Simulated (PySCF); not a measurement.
**Excited-state calculation, with input and output: C$_{3}$H$_{6}$F$_{3}$NSi**

- system: C$_{3}$H$_{6}$F$_{3}$NSi
- method: TDDFT wB97X-D/def2-SVPD, vertical, gas phase, core orbitals frozen in the response (PySCF 2.14.0)

The geometry comes from this level: GFN2-xTB.

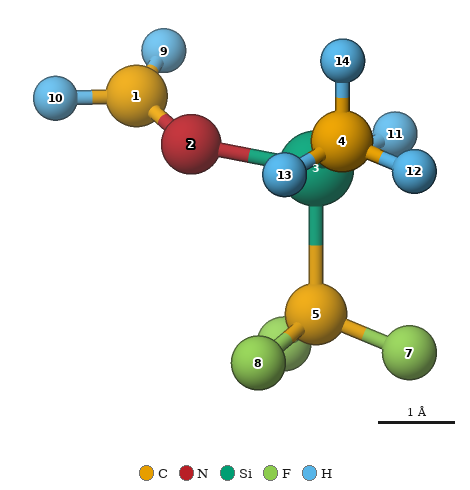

*The structure (ball-and-stick view, seen at a tilt; atoms are numbered from 1 in the order of the input).*

Bond lengths as drawn: C–F 1.35 Å, C–H 1.09 Å, C–N 1.25 Å, C–Si 1.89 to 1.95 Å, H–Si 1.47 Å and N–Si 1.71 Å.

Results in brief

- outcome: converged
- total energy: −761.143300 hartree
- HOMO: −9.33 eV
- LUMO: 0.48 eV
- dipole moment: 3.94 D
- mean polarisability: 72.87 a.u.
- lowest singlet excitation: 3.98 eV
- hardware: 1 CPU thread, shared host
- wall time: 97 s
- peak memory: 0.92 GiB

Input
```
{"job": {"kind": "uv", "xc": "wB97X-D", "basis": "def2-SVPD", "nstates": 8, "ntriplets": 3}, "charge": 0, "multiplicity": 1}
C     -2.346936    -0.910670     0.429038
N     -1.198388    -0.425776     0.499636
Si     0.011611     0.191855    -0.540024
C      0.520110     1.868855     0.163543
C      1.451490    -1.062959    -0.154447
F      1.128581    -2.344344    -0.432927
F      2.552150    -0.796676    -0.891730
F      1.856631    -1.051759     1.128186
H     -2.907216    -1.051487    -0.496739
H     -2.842750    -1.221051     1.344839
H     -0.103226     0.162931    -2.002079
H      1.441808     2.219450    -0.291233
H      0.680220     1.803642     1.236625
H     -0.244761     2.617515    -0.014854
```

The first line tells a small driver script what to run in PySCF; the rest is the geometry in Å.

Command:
```bash
OMP_NUM_THREADS=1 python <driver script> task.json out
```

Log
```
coarse grid: 12928 points
cycle   1  E = -760.8705050986  dE =  1.030e+00  |g| = 9.334e-01  |ddm| = 4.889e+00
cycle   2  E = -760.8440558831  dE =  2.645e-02  |g| = 1.084e+00  |ddm| = 1.796e+00
cycle   3  E = -761.0431836340  dE = -1.991e-01  |g| = 5.671e-02  |ddm| = 9.501e-01
cycle   4  E = -761.0438149452  dE = -6.313e-04  |g| = 3.371e-02  |ddm| = 1.312e-01
cycle   5  E = -761.0440529854  dE = -2.380e-04  |g| = 1.164e-02  |ddm| = 5.582e-02
cycle   6  E = -761.0440825910  dE = -2.961e-05  |g| = 2.999e-03  |ddm| = 2.265e-02
cycle   7  E = -761.0440848732  dE = -2.282e-06  |g| = 6.614e-04  |ddm| = 6.925e-03
final grid: 123592 points
cycle   8  E = -761.1432827142  dE = -1.318e-04  |g| = 9.343e-03  |ddm| = 1.361e-01
cycle   9  E = -761.1432833563  dE = -6.421e-07  |g| = 1.003e-02  |ddm| = 2.209e-02
cycle  10  E = -761.1432996822  dE = -1.633e-05  |g| = 1.069e-03  |ddm| = 9.534e-03
cycle  11  E = -761.1432998934  dE = -2.112e-07  |g| = 4.946e-04  |ddm| = 1.990e-03
cycle  12  E = -761.1432999556  dE = -6.220e-08  |g| = 1.629e-04  |ddm| = 1.363e-03
cycle  13  E = -761.1432999611  dE = -5.494e-09  |g| = 2.936e-05  |ddm| = 1.909e-04
cycle  14  E = -761.1432999615  dE = -4.281e-10  |g| = 1.052e-05  |ddm| = 1.171e-04
```

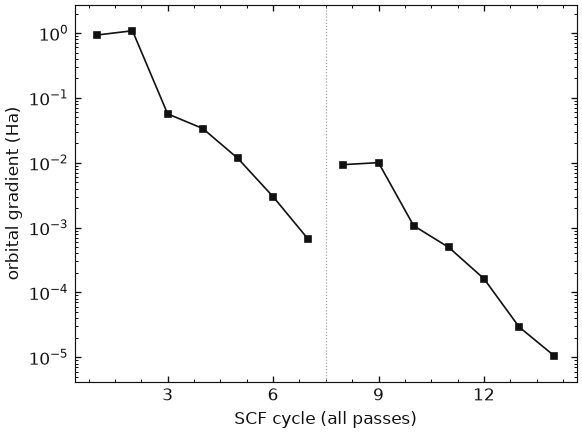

*Convergence of the self-consistent field: orbital gradient against the SCF cycle. The dotted line marks the change from a coarse to the final integration grid.*

The first 7 cycles use a coarse grid, the final grid takes over at cycle 8, and the field converges after 14 cycles in all.

```
converged SCF energy = -761.1432999615

Static polarisability (au): isotropic 72.866, principal 64.270 66.968 87.362

Singlet excitations
state   eV       nm        f      main configurations
  1   3.9772    311.7   0.00043   H->L 0.98
  2   6.7221    184.4   0.03267   H->L+1 0.91
  3   7.4044    167.4   0.08309   H-1->L 0.50, H->L+2 0.30, H->L+3 0.09
  4   7.4477    166.5   0.18483   H-1->L 0.46, H->L+2 0.27, H->L+3 0.18
  5   7.8023    158.9   0.14148   H->L+3 0.55, H->L+2 0.16, H->L+4 0.16
  6   7.8116    158.7   0.04227   H-2->L 0.91
  7   8.4748    146.3   0.01614   H-1->L+1 0.59, H-1->L+2 0.13, H-1->L+3 0.09
  8   8.4887    146.1   0.06300   H->L+4 0.66, H->L+7 0.09

Triplet excitations (Tamm-Dancoff, eV): 3.4412 5.1828 6.3719
```

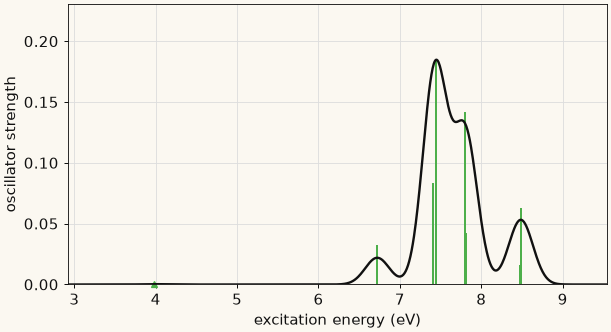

*Computed excitations as sticks (degenerate states added up, dark ones marked on the axis), with a Gaussian envelope of 0.35 eV full width at half maximum, scaled to the tallest.*

Of the 8 states the lowest lies at 3.98 eV (f = 0.000); the strongest line is at 7.45 eV, or 166 nm (f = 0.185).

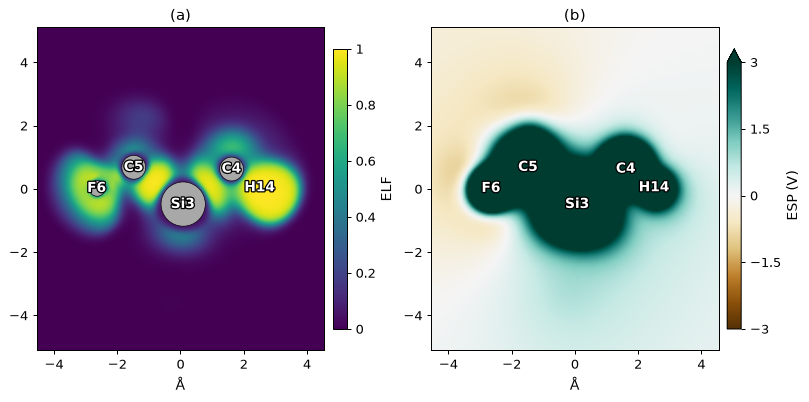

*(a) electron localisation function; (b) electrostatic potential on the plane of atoms C4, Si3 and C5. Grey discs, where drawn, cover atomic cores.*

The plane passes through Si, C, F and H nuclei. C–Si (1.95 Å): the ELF peaks at about 1 between the atoms (a shared electron pair).

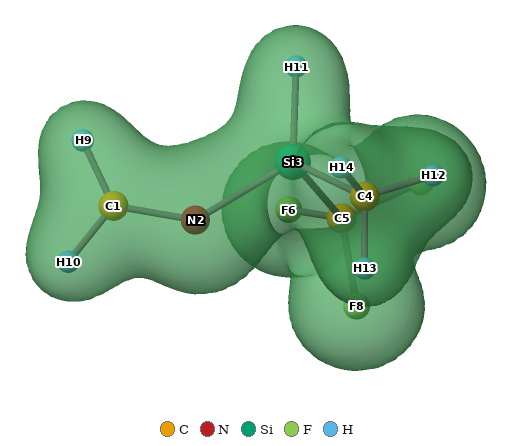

*Isosurface of the electron density at 0.2 e/Å³ (green), seen from the side.*

At this value the surface is in one piece. On the grid the lowest density along these lines, outside the cores, is 2.6 e/Å³ (C–N, 1.25 Å), 1.8 e/Å³ (C–F, 1.35 Å), 0.92 e/Å³ (Si–N, 1.71 Å) and 0.8 e/Å³ (C–Si, 1.89 Å).
